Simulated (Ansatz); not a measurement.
# Kohn anomalies in NbRu (Pm-3m)

Does NbRu (Pm-3m) have a Kohn anomaly or a soft branch that a wide smearing hides? The first relaxation steps of the session are not shown, so no cell shown is the starting entry, unless a step says so.

Program: Ansatz 0.2.0. Level of theory: DFT PBEsol, scalar-relativistic, plane waves, PAW. Results are calculated unless marked as measured.

## (1) The cell after earlier relaxation steps

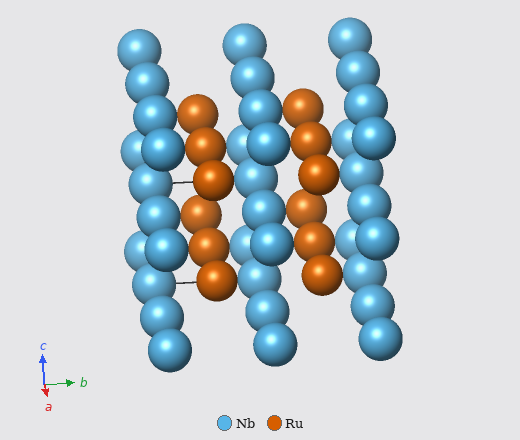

The cell as given, slightly off an axis (niobium blue, ruthenium orange). 3×2×2 cells are drawn. Some periodic images of atoms are drawn too.

## (2) Relaxing cell and atoms

The structure is brought to rest under this functional. Earlier relaxation steps are not shown.

Input file input.yaml:

```yaml
crystal:
  lattice:
    - [3.1422975628, 0.0, 0.0]
    - [0.0, 3.1422975628, 0.0]
    - [0.0, 0.0, 3.1422975628]
  atoms:
    - { symbol: Nb, position: [0.0, 0.0, 0.0] }
    - { symbol: Ru, position: [0.5, 0.5, 0.5] }
kpoints:
  mp_grid: { grid: [10, 10, 10] }
hamiltonian:
  xc: pbesol
scf:
  occupations: { method: gaussian, width: 0.1 }
output:
  forces: true
  stress: true
  eigenvalues: true
relax:
  adjacent_minimum: "off"
  f_tol: 0.005
  max_steps: 80
  cell: { stress_tol: 0.05 }
```

Started as:

```sh
> ansatz run input.yaml --threads 4 --pin off --max-ram 8192MiB --backend cpu --events-out ev --progress --plain --runs-dir out
```

Numbers of over 12 decimals in the logs are rounded to 6 here.

Output:

```text
[the first part of the log is left out]
  E_xc         = -364.769115
  E_vxc        = -452.226343  (∫ρ·V_xc dr)
  E_paw        = -6417.360666  (= ΣΔE_a)
  E_vpaw       = -331.742243  (= ΣTr[D̂ρ^β])
  E_aug_tail   = -0.000187  (compensation charges beyond the density's cutoff)
  E_ewald      = -3530.026442
  E_core_change = 0.442005  (= ΣΔE_core)
  E_smearing   = -0.018203  (= −TS)
  E_closure    = 0.000000  (closes the sum)
  Σ components = -10312.253931   (vs F -10312.253931, Δ=0.00e0)
--- Forces (eV/Å), atoms counted from 1 ---
  atom   1  Nb    -0.00000000    -0.00000000     0.00000000
  atom   2  Ru    -0.00000000     0.00000000     0.00000000
  max |Σ_I F_I| component: 2.68e-29 eV/Å
--- Stress (GPa, compression-positive) ---
       -0.002580      -0.000000      -0.000000
       -0.000000      -0.002580      -0.000000
       -0.000000      -0.000000      -0.002580
  P = ⅓ Tr σ = -0.0026 GPa (-0.026 kbar)
--- Band table (eV; the first three rows and the last of 56) ---
  k-point 0: bands = ["-51.6788", "-34.0284", "-21.6768", "-21.6768", "-21.6768", "-9.9267", "-9.9267", "-9.9267", "13.6524", "15.4134", "15.4134", "19.0118", "19.0118", "19.0118", "22.2588", "22.2588", "24.9846", "24.9846", "24.9846"]
  k-point 1: bands = ["-51.6780", "-34.0257", "-21.6862", "-21.6751", "-21.6751", "-9.9717", "-9.9263", "-9.9263", "13.8737", "15.5235", "15.5958", "18.9963", "18.9963", "19.0863", "22.0048", "22.3518", "24.3967", "24.3967", "24.8316"]
  k-point 2: bands = ["-51.6758", "-34.0187", "-21.7110", "-21.6707", "-21.6707", "-10.0880", "-9.9251", "-9.9251", "14.4992", "15.8480", "16.0876", "18.9728", "18.9728", "19.2984", "21.3234", "22.5907", "23.2668", "23.2668", "24.4203"]
  k-point 55: bands = ["-51.6539", "-33.9225", "-21.7678", "-21.7678", "-21.7678", "-10.2939", "-10.2939", "-10.2939", "17.8519", "17.8519", "17.8519", "18.3960", "18.3960", "18.3960", "21.2228", "21.2228", "24.9365", "24.9365", "28.6306"]
--- Relaxed structure (3 steps of the walk, 2 accepted, 1 SCFs on fresh bases) ---
  F+E_penalty+E_count = -10312.25393077 eV   max|allowed force component| = 2.025e-29 eV/Å   (the final SCF, on the basis selected at the relaxed cell)
  cell:  # Å, volume = 30.9552 Å³
    - [3.139868, 0, 0]
    - [0, 3.139868, 0.0]
    - [0, 0.0, 3.139868]
  atoms:
    - { symbol: Nb, position: [0, 0, 0] }
    - { symbol: Ru, position: [0.500000, 0.500000, 0.500000] }
```

The job ended after 2.6 s (4 threads of Intel Xeon Platinum 8175M at 2.50GHz (Skylake/Cascade Lake), shared host; peak memory 0.42 GiB; 8.6 s of CPU time).

Little changed from the start: no atom moved by 0.005 Å and no cell edge by 0.1 %.

This step gave:

```yaml
pressure: -0.002580 GPa
volume_per_atom: 15.48 Å³
metallic_on_mesh: yes
gap_on_the_k_mesh: 0 eV
```

The largest force is now zero by symmetry and the largest stress component 0.0026 GPa, small enough for phonons.

## (3) Wavevectors along a line: Fermi–Dirac smearing of 0.1 eV

The smearing blurs the Fermi surface that screens the phonons; a Fermi–Dirac width is an electronic temperature.

Input file input.yaml:

```yaml
crystal:
  lattice:
    - [3.1398677038, 0.0, 0.0]
    - [0.0, 3.1398677038, 0.0]
    - [0.0, 0.0, 3.1398677038]
  atoms:
    - { symbol: Nb, position: [0.0, 0.0, 0.0] }
    - { symbol: Ru, position: [0.5, 0.5, 0.5] }
kpoints:
  mp_grid: { grid: [16, 16, 16] }
hamiltonian:
  xc: pbesol
scf:
  occupations: { method: fermi_dirac, width: 0.1 }
output:
  eigenvalues: true
phonons:
  method: dfpt
  qpoints:
    - [0, 0, 0]
    - [0.0, 0.0625, 0.0]
    - [0.0, 0.1875, 0.0]
    - [0.0, 0.3125, 0.0]
    - [0.0, 0.4375, 0.0]
```

Output:

```text
[...]
Crystal: 2 atoms, lattice volume = 30.955 Å³
Basis set: ecut = 420 eV, 619 PW (Γ), exchange–correlation on 48×48×48 points (8 copies of the dense FFT grid, shifted against one another)
Bands: 19, of which v1, the nominal top of the filled ones, is band 15 counted from 1 (14 counted from 0)
Symmetry: 48 space group operations
k-points: 165 of 4096
[...]
SCF iter   1: F=—  HF=-10312.302372 eV  |F-HF|=—  |Δ(HF+E_count)|=         —  Δρ=9.14e-3  dr2=2.96e-2  ethr=1.77e-3  ⟨swp⟩=5.0  Hψ=12869  notcnv=0
[...]
SCF iter   8: F=-10312.298613 eV  HF=-10312.298613 eV  |F-HF|=1.82e-12  |Δ(HF+E_count)|=  5.46e-12  Δρ=6.38e-8  dr2=1.76e-12  ethr=1.00e-12  ⟨swp⟩=5.0  Hψ=11988  notcnv=0
SCF 1 converged in 8 iterations: F = -10312.298613 eV  dr2 = 1.76e-12
[...]
NSCF: frozen V_eff on 165 k-points
[...]
DFPT response loops at q = (0, 0, 0) (fractional): preconditioner auto → Kerker (q_TF=auto, 2.699 Å⁻¹) (partly filled bands, converged f_vac=0.000); β = 1.00, the filter's whole step (`scf.mixing.beta` (0.50) is not read by the response loops under this deck's `scf.mixing.preconditioner`; to damp them name `kerker` or `kerker_dos`, under which they read `scf.mixing.beta`, and type it under 1.00, their step now; both keys bind the ground state too); Broyden in place of MSR1
[...]
SCF converged after 8 iterations
Free energy (F): -10312.298613 eV
[...]
Internal energy: -10312.202296 eV  (E = F + TS)
E sigma→0 (E₀):  -10312.250455 eV
Entropy (-TS):   -0.096317 eV (-48.158 meV/atom)
Fermi energy:    21.378821 eV
[...]
--- Band table (eV; the first three rows and the last of 165) ---
  k-point 0: bands = [... 11 lower, 19.0142, 19.0142, 19.0142, 22.2620, 22.2620, 24.9876, 24.9876, 24.9876]
  k-point 1: bands = [... 11 lower, 19.0076, 19.0076, 19.0435, 22.1609, 22.2990, 24.7351, 24.7351, 24.9269]
  k-point 2: bands = [... 11 lower, 18.9918, 18.9918, 19.1298, 21.8712, 22.4047, 24.1339, 24.1339, 24.7522]
  k-point 164: bands = [... 11 lower, 18.3972, 18.3972, 18.3972, 21.2264, 21.2264, 24.9400, 24.9400, 28.6308]
--- Phonons (Γ-DFPT): 2 representative perturbations + reference (Σ response iterations 7) ---
  ASR residual: 1.855e-3 → 0.000e0 eV/Å²; symmetrization residual: 4.452e-7 eV/Å²
  ASR residual per site (eV/Å²): 1.34e-3 1.85e-3
  Γ frequencies (cm⁻¹): 0.00 0.00 0.00 134.02 134.02 134.02
  non-analytic LO–TO correction: not included (Born effective charges unavailable; polar crystals: no LO–TO splitting at Γ)
--- Phonons (arbitrary-q DFPT): 5 explicit q-points ---
  q = [0, 0, 0] (of the zone-centre solve; hermiticity 2.78e-7, symmetrization 3.80e-13): -0.00 -0.00 0.00 134.02 134.02 134.02
  q = [0, 0.0625, 0] (4 solved perturbations in 4032 linear systems a pass and spin channel, the states on 1296 of 4096 k-point pairs; hermiticity 1.28e-6, symmetrization 1.97e-10): 17.44 17.44 27.02 134.59 135.57 135.57
[...]
sum rule: each row above includes the acoustic sum rule's correction from the zone centre's row sums; it moved no ω² by more than (2.23 cm⁻¹)²
```

Wall time 3.9 min (4 threads); peak memory 2.1 GiB.

The column dr2 measures how far the density is from self-consistency, as an energy; F and HF (Harris–Foulkes) agree once it is small.

Each wavevector solved by linear response. Table of frequency by |q| along the line:

```
|q| along the line (Å⁻¹)  mode 1 = mode 2 (cm⁻¹)  mode 3 (cm⁻¹)  mode 4 (cm⁻¹)  mode 5 (cm⁻¹)  mode 6 (cm⁻¹)
                   0.000                       0              0            134            134            134
                   0.125                    17.4           27.0            135            136            136
                   0.375                    48.5           72.7            143            143            146
                   0.625                    68.8           88.8            140            140            167
                   0.875                    60.6           93.6            132            132            179
```

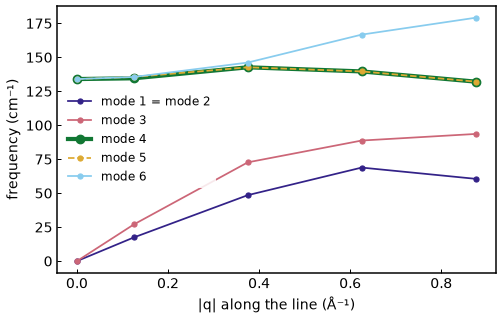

Frequency, plotted against |q| along the line.

## (4) Wavevectors along a line: Fermi–Dirac smearing of 0.25 eV

Each wavevector is solved by itself, so no interpolation smooths a dip of the branch.

input.yaml, as its differences from that of step 3:

```diff
@@ -13,3 +13,3 @@
 scf:
-  occupations: { method: fermi_dirac, width: 0.1 }
+  occupations: { method: fermi_dirac, width: 0.25 }
 output:
```

Wider smearing eases the sum over k-points of a metal but moves the result away from its zero-temperature value.

Output:

```text
band count auto-derived: 20 (N_el = 29.0; filled up to band 15; 19 by the electrons, moments and atoms)
[...]
Crystal: 2 atoms, lattice volume = 30.955 Å³
Basis set: ecut = 420 eV, 619 PW (Γ), exchange–correlation on 48×48×48 points (8 copies of the dense FFT grid, shifted against one another)
Bands: 20, of which v1, the nominal top of the filled ones, is band 15 counted from 1 (14 counted from 0)
Symmetry: 48 space group operations
k-points: 165 of 4096
[...]
SCF iter   1: F=—  HF=-10312.513814 eV  |F-HF|=—  |Δ(HF+E_count)|=         —  Δρ=7.98e-3  dr2=2.39e-2  ethr=1.77e-3  ⟨swp⟩=5.0  Hψ=13358  notcnv=0
[...]
SCF iter   8: F=-10312.510914 eV  HF=-10312.510914 eV  |F-HF|=0.00e0  |Δ(HF+E_count)|=  3.64e-12  Δρ=2.96e-8  dr2=4.20e-13  ethr=1.00e-12  ⟨swp⟩=5.0  Hψ=12894  notcnv=0
SCF 1 converged in 8 iterations: F = -10312.510914 eV  dr2 = 4.20e-13
[...]
SCF converged after 8 iterations
Free energy (F): -10312.510914 eV
[...]
Internal energy: -10312.056923 eV  (E = F + TS)
E sigma→0 (E₀):  -10312.283918 eV
Entropy (-TS):   -0.453990 eV (-226.995 meV/atom)
Fermi energy:    21.271054 eV
[...]
--- Band table (eV; the first three rows and the last of 165) ---
  k-point 0: bands = [... 11 lower, 19.0213, 19.0213, 19.0213, 22.2711, 22.2711, 25.0011, 25.0011, 25.0011, ... 1 higher]
  k-point 1: bands = [... 11 lower, 19.0147, 19.0147, 19.0506, 22.1698, 22.3081, 24.7479, 24.7479, 24.9403, ... 1 higher]
  k-point 2: bands = [... 11 lower, 18.9987, 18.9987, 19.1369, 21.8798, 22.4139, 24.1456, 24.1456, 24.7655, ... 1 higher]
  k-point 164: bands = [... 11 lower, 18.4034, 18.4034, 18.4034, 21.2343, 21.2343, 24.9534, 24.9534, 28.6324, ... 1 higher]
[...]
ASR residual: 2.265e-3 → 0.000e0 eV/Å²; symmetrization residual: 1.376e-6 eV/Å²
  ASR residual per site (eV/Å²): 2.26e-3 1.28e-3
  Γ frequencies (cm⁻¹): 0.00 0.00 0.00 149.56 149.56 149.56
[...]
--- Phonons (arbitrary-q DFPT): 5 explicit q-points ---
[...]
```

It took 4.1 min on 4 threads; peak memory 2.2 GiB.

Each wavevector solved by linear response. Table of frequency by |q| along the line:

```
|q| along the line (Å⁻¹)  mode 1 = mode 2 (cm⁻¹)  mode 3 (cm⁻¹)  mode 4 = mode 5 (cm⁻¹)  mode 6 (cm⁻¹)
                   0.000                       0              0                     150            150
                   0.125                    18.1           31.8                     151            152
                   0.375                    52.7           87.4                     155            167
                   0.625                    83.6            115                     152            192
                   0.875                     106            120                     139            211
```

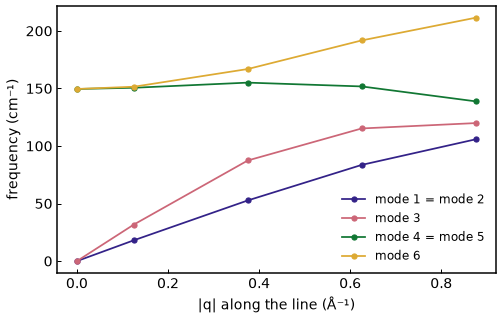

Frequency against |q| along the line.

Against step 3 (now smearing width 0.25 eV), the free energy moves by -106.2 meV an atom.

## (5) Phonons along a line: Fermi–Dirac smearing of 0.04 eV

The smearing blurs the Fermi surface that screens the phonons; a Fermi–Dirac width is an electronic temperature.

input.yaml, as its differences from that of step 4:

```diff
@@ -13,3 +13,3 @@
 scf:
-  occupations: { method: fermi_dirac, width: 0.25 }
+  occupations: { method: fermi_dirac, width: 0.04 }
 output:
```

Narrower smearing comes nearer the zero-temperature value but asks more of the mesh.

Output:

```text
[...]
Crystal: 2 atoms, lattice volume = 30.955 Å³
Basis set: ecut = 420 eV, 619 PW (Γ), exchange–correlation on 48×48×48 points (8 copies of the dense FFT grid, shifted against one another)
Bands: 19, of which v1, the nominal top of the filled ones, is band 15 counted from 1 (14 counted from 0)
Symmetry: 48 space group operations
k-points: 165 of 4096
[...]
SCF iter   1: F=—  HF=-10312.259780 eV  |F-HF|=—  |Δ(HF+E_count)|=         —  Δρ=9.82e-3  dr2=3.45e-2  ethr=1.77e-3  ⟨swp⟩=5.2  Hψ=13145  notcnv=0
[...]
SCF iter   8: F=-10312.255447 eV  HF=-10312.255447 eV  |F-HF|=1.82e-12  |Δ(HF+E_count)|=  1.27e-11  Δρ=9.33e-8  dr2=3.63e-12  ethr=1.00e-12  ⟨swp⟩=5.0  Hψ=12081  notcnv=0
SCF 1 converged in 8 iterations: F = -10312.255447 eV  dr2 = 3.63e-12
[...]
SCF converged after 8 iterations
Free energy (F): -10312.255447 eV
[...]
Internal energy: -10312.237548 eV  (E = F + TS)
E sigma→0 (E₀):  -10312.246497 eV
Entropy (-TS):   -0.017899 eV (-8.950 meV/atom)
Fermi energy:    21.405908 eV
[...]
--- Band table (eV; the first three rows and the last of 165) ---
  k-point 0: bands = [... 11 lower, 19.0116, 19.0116, 19.0116, 22.2597, 22.2597, 24.9851, 24.9851, 24.9851]
  k-point 1: bands = [... 11 lower, 19.0050, 19.0050, 19.0409, 22.1587, 22.2967, 24.7327, 24.7327, 24.9244]
  k-point 2: bands = [... 11 lower, 18.9892, 18.9892, 19.1272, 21.8691, 22.4023, 24.1317, 24.1317, 24.7497]
  k-point 164: bands = [... 11 lower, 18.3963, 18.3963, 18.3963, 21.2226, 21.2226, 24.9382, 24.9382, 28.6300]
[...]
ASR residual: 7.954e-4 → 0.000e0 eV/Å²; symmetrization residual: 1.532e-7 eV/Å²
  ASR residual per site (eV/Å²): 4.11e-4 7.95e-4
  Γ frequencies (cm⁻¹): 0.00 0.00 0.00 129.41 129.41 129.41
[...]
--- Phonons (arbitrary-q DFPT): 5 explicit q-points ---
[...]
```

Wall time 3.8 min (4 threads); peak memory 2.1 GiB.

(Continued in part 2 of 2.)

[Logs are printed without paths, hosts, clocks, repeated set-up lines and the standing remarks that a program may print on its own settings, such as how far it seeks lower states.]

[Hosts, paths, dates, database ids (printed as entryN), source tags and the programs' standing remarks are cut or masked in the printed files.]
